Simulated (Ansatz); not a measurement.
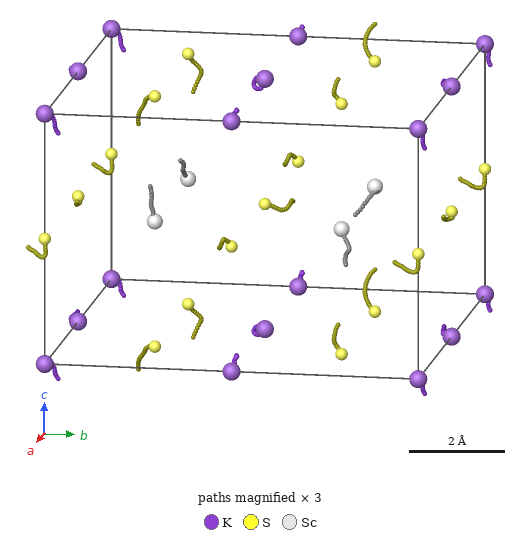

First-principles dynamics of a 16-atom cell of KScS2, 60 fs long. Dots mark each atom's position at evenly spaced times, in the colour of its element; spheres stand at the starting positions. The excursions are magnified 3 times. Seen slightly off an axis in the simulation cell.

All numbers below come from Ansatz, DFT, PBEsol, plane waves, PAW. Set-up: plane-wave cutoff 420 eV; k-point mesh 2 × 2 × 2; Fermi-Dirac smearing 0.039 eV; Langevin thermostat and barostat (NPT); set temperature 450 K; time step 3 fs.

Input file:
```yaml
crystal:
  lattice:
    - [8.0705193283, 0.0, 0.0]
    - [0.0, 8.0705193283, 0.0]
    - [0.0, 0.0, 5.4654928633]
  atoms:
    - { symbol: K, position: [0.0, 0.0, 0.0] }
    - { symbol: S, position: [0.0, 0.0, 0.5] }
    - { symbol: Sc, position: [0.25, 0.25, 0.5] }
    - { symbol: S, position: [0.25, 0.25, 0.0] }
    - { symbol: K, position: [0.0, 0.5, 0.0] }
    - { symbol: S, position: [0.0, 0.5, 0.5] }
    - { symbol: Sc, position: [0.25, 0.75, 0.5] }
    - { symbol: S, position: [0.25, 0.75, 0.0] }
    - { symbol: K, position: [0.5, 0.0, 0.0] }
    - { symbol: S, position: [0.5, 0.0, 0.5] }
    - { symbol: Sc, position: [0.75, 0.25, 0.5] }
    - { symbol: S, position: [0.75, 0.25, 0.0] }
    - { symbol: K, position: [0.5, 0.5, 0.0] }
    - { symbol: S, position: [0.5, 0.5, 0.5] }
    - { symbol: Sc, position: [0.75, 0.75, 0.5] }
    - { symbol: S, position: [0.75, 0.75, 0.0] }
kpoints:
  mp_grid: { grid: [2, 2, 2] }
hamiltonian:
  xc: pbesol
scf:
  occupations: { method: fermi_dirac, width: 0.039 }
md:
  ensemble: npt_langevin
  temperature: 450
  timestep: 3.0
  n_steps: 20
  initial_velocities: maxwell_boltzmann
  seed: 789
```

Launched with:
```bash
ansatz run input.yaml --threads 4 --pin off --max-ram 3686MiB --backend cpu --events-out ev --progress --plain --runs-dir out
```

**How do the atoms move?**

In the second half of the run the atoms are, in the root-mean-square, this far from where they began (common drift taken out): Sc 0.20 Å, S 0.17 Å, K 0.11 Å. The run lasts only 60 fs, too short to tell vibration from diffusion. The conserved quantity stays between −0.15 and 0.1 meV per atom of its start. A straight-line fit has a slope that amounts to −0.19 meV per atom over 60 fs (0.4 % of the mean kinetic energy), and the ripple about it is 0.5 % of the kinetic energy's fluctuation. With a drift under 2 % and a ripple under 7 %, the integration is accurate.
